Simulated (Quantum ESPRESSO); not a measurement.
# Dipole at the next field: 2H-CrSSe, 1 layer

Method. Quantum ESPRESSO 7.5, PBE, GBRV ultrasoft; sawtooth field along the normal with dipole correction, ions clamped, threshold 1e-9 Ry; cell area 8.466 Å².

```tsv
field (V/Å)	dipole (e Å a cell)
0	−0.03906
0.1	−0.01445
0.2	0.01010
```

**Question.** What is the dipole at 0.3 V/Å, and what electrostatic thickness 4πα/A follows from the rows?

By hand: The slope is (0.01010 − (−0.03906))/0.2 = 0.2458 e Å²/V, so 4πα/A = 180.95 × 0.2458/8.466 = 5.25 Å. Linear response gives p = −0.03906 + 0.2458 × (0.3) = 0.03468 e Å; a parabola through the three rows gives 0.03459.

**The withheld run.** p = 0.03469 e Å. The line misses by 0.0 % of the induced dipole and the parabola by 0.1 %. The response is linear over this range.

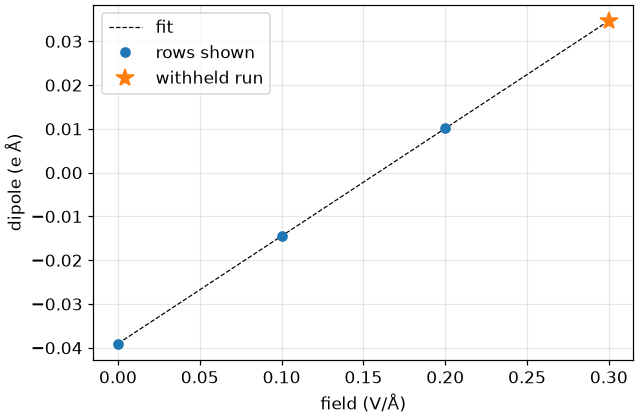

The rows shown, the fit and the withheld run.

**Limits.** Electrons alone respond; local and semilocal functionals tend to overscreen.

[Logs are printed without paths, hosts, clocks, repeated set-up lines and the standing remarks that a program may print on its own settings, such as how far it seeks lower states.]
